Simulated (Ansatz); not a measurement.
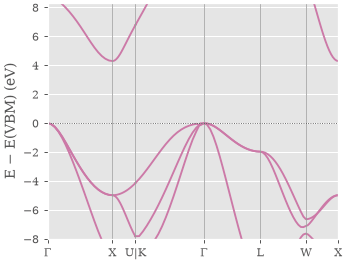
*Band structure from PBEsol in the plane-wave PAW code Ansatz*

Read off the gap and where the band edges lie.

About 4.3 eV (4.30 eV by a search for the band edges); maximum at Γ, minimum at X.

The material is BN (zinc blende, F-43m).

Symmetry was held in the PBEsol relaxation.

Potentials: the later of the program's two PAW sets.
